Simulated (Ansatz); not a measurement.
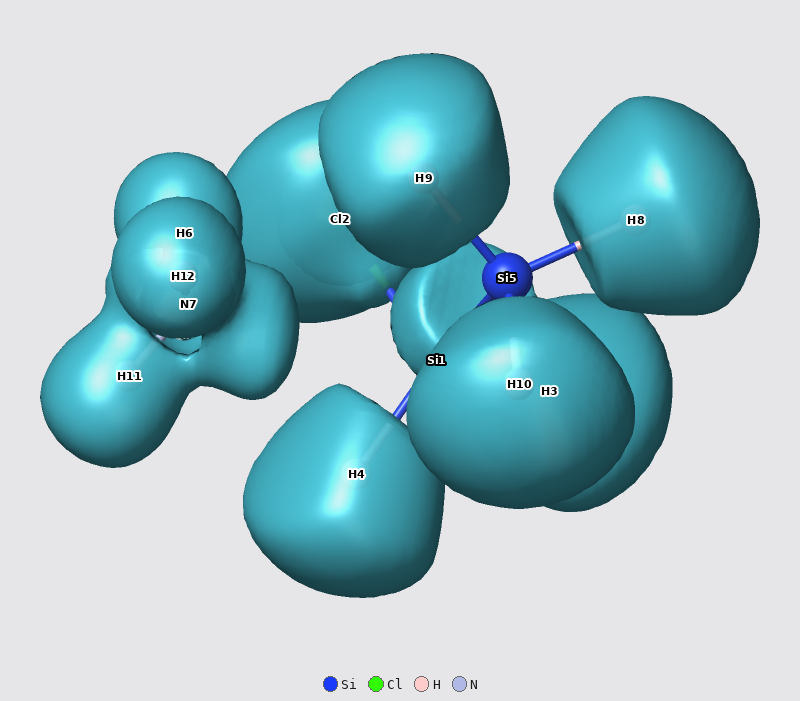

The picture shows: ClH$_{5}$Si$_{2}$···NH$_{3}$. Isosurface of the ELF at 0.75 (cyan), seen from one side. Core shells and regions of very low density are left out.

Not at a stationary point (largest force 0.8 eV/Å).

These are results of RKS PBE0-D4/6-31G (Ansatz), not measurements.

```xyz
12

Si   -1.1433   -0.7257    0.5478
Cl   -0.6285   -2.3010   -0.8293
H    -1.9414   -1.4436    1.6052
H    -2.0460    0.2482   -0.1305
Si    0.7672    0.2033    1.5360
H     0.4932   -0.2774   -2.0829
N     0.2846    0.6847   -1.8404
H     1.1428   -0.5696    2.7674
H     1.9622    0.2006    0.6375
H     0.4509    1.6157    1.9541
H    -0.4440    1.0956   -2.4025
H     1.1023    1.2693   -1.7625
```

What do the ELF domains correspond to?

The ELF exceeds this value in one region between bonded Si–Si atoms (shared pairs), five regions around hydrogen nuclei, one region on Cl in which the atom's valence shell and bonds are merged and one joined region spread over several atoms (H, N), in which their bonds and any lone pairs are merged.

Values along the shortest contacts:
Si1···N7 (3.12 Å): the ELF dips to about 0.05 between them. Si–Cl (2.15 Å): the ELF peaks at about 0.85 between the atoms (a shared but strongly polarised pair).
